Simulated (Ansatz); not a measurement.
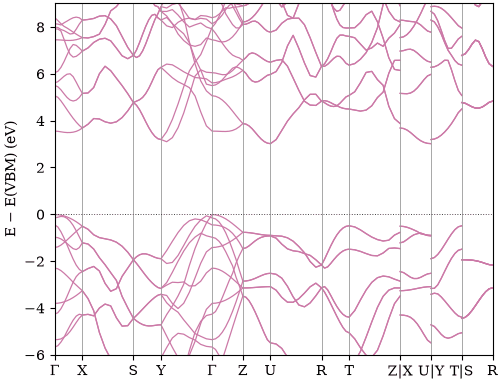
Band structure from r²SCAN in the plane-wave PAW code Ansatz

The gap is 3.02 eV; an edge lies off the plotted path or next to a special point (maximum off the standard path, minimum at U).

The material is SiC in space group Pnma (No. 62; Si on 4c, C on 4c).

The start of the workflow was typed in or built on a structure type; neither database checked (COD, Materials Project) lists it. It is not the phase usual at ambient conditions (space group No. 186, 216). The r²SCAN relaxation kept the symmetry of its start; its stability against distortions is not shown here.

Potentials: the later of the program's two PAW sets.
